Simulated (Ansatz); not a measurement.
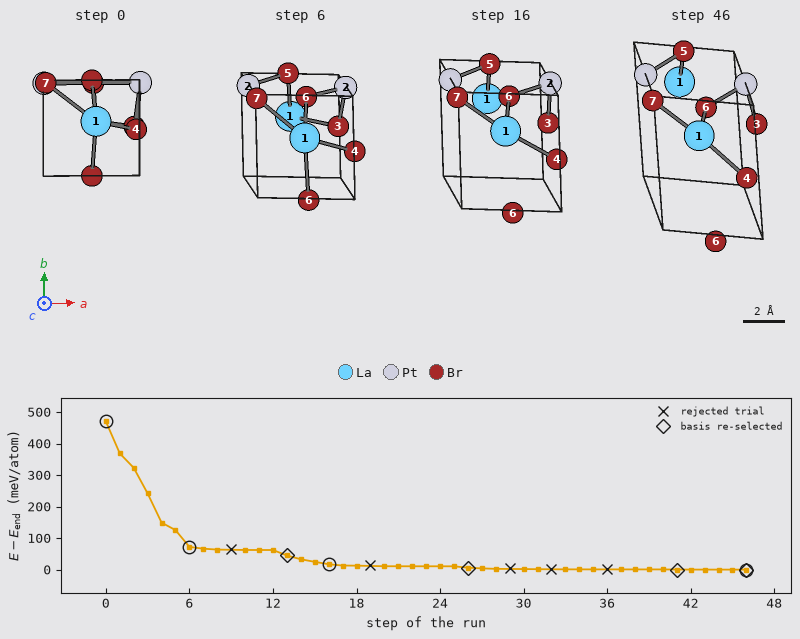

Frames of a relaxation of crystalline LaPtBr₅ (built on the MgPPd5-123 type type), marked on the history of the run. A ball-and-stick model of the cell of the calculation, seen along the c axis.

Case: shaken.

Level of theory: Ansatz, DFT, PBEsol, plane waves, PAW.

The input:
```yaml
crystal:
  lattice:
    - [4.7309563145, 0.0149758584, 0.044785921]
    - [0.0149758584, 4.7020963014, -0.0083330396]
    - [0.0731722072, -0.0136147005, 7.5963653353]
  atoms:
    - { symbol: La, position: [0.5473201519, 0.5691004209, 0.0042634445] }
    - { symbol: Pt, position: [0.0081865211, -0.0288156723, 0.5071089083] }
    - { symbol: Br, position: [-0.054164859, 0.512145624, 0.2684607635] }
    - { symbol: Br, position: [-0.0346822263, 0.4825102882, 0.7161046848] }
    - { symbol: Br, position: [0.5199139496, -0.0311645758, 0.2967136242] }
    - { symbol: Br, position: [0.5049753986, -0.0007807987, 0.6996833466] }
    - { symbol: Br, position: [0.0251519612, -0.0247488848, -0.0344424133] }
kpoints:
  mp_grid: { grid: [4, 4, 2] }
hamiltonian:
  xc: pbesol
scf:
  occupations: { method: fermi_dirac, width: 0.05 }
relax:
  f_tol: 0.01
  cell: {}
  max_steps: 120
```

Command:
```bash
ansatz run input.yaml --threads 4 --pin off --max-ram 4608MiB --backend cpu --events-out ev --progress --plain --runs-dir out
```

### Describe the path.

After 37 accepted moves (46 points after the start) the energy has fallen by 470 meV per atom. Largest force component: 1.6 eV/Å at the start, 0.0053 eV/Å at the end. The pressure goes from 3.84 to 0.00 GPa. The line search rejected the trial steps at points 9, 19, 29, 32, 36 of the run. At 4 points the geometry stayed and the basis and grid were re-selected for the new cell (energy shift of 17.3 meV per atom at most each time). La1 moves most relative to the cell: 1.49 Å along [−2 3 −1]. Largest moves by element: La 1.49 Å, Br 1.21 Å, Pt 0.08 Å. The volume changes by +32.7 %, with a 4.731 → 4.989 Å (+5.4 %), b 4.702 → 6.809 Å (+44.8 %), c 7.597 → 8.216 Å (+8.1 %), α 90.2° → 123.2°, β 88.9° → 74.1°, γ 89.6° → 100.9°. Among the contacts that change: La1–Br5 3.600 → 6.616 Å, La1–Br7 3.589 → 6.454 Å, Pt2–Br4 2.804 → 5.511 Å, La1–Br3 2.792 → 5.204 Å. Bonds break, among them: La1–Br3 (2.79 → 5.20 Å), La1–Br5 (3.60 → 6.62 Å), La1–Br6 (3.54 → 5.35 Å), La1–Br7 (3.59 → 6.45 Å). Bond angles that change, for instance: Br4–Pt2–Br6 68.0° → 92.3°, La1–Br5–Pt2 116.6° → 93.1°, Br4–Pt2–Br5 110.7° → 88.4°. The space group stays P1 (No. 1). From step 0 to 6: Br5 moves most (0.64 Å), volume +8.1 %, energy −398 meV per atom. From step 6 to 16: La1 moves most (0.60 Å), volume +15.2 %, energy −55.0 meV per atom. From step 16 to 46: Br atoms move most (0.57 Å), volume +6.6 %, energy −17.1 meV per atom.
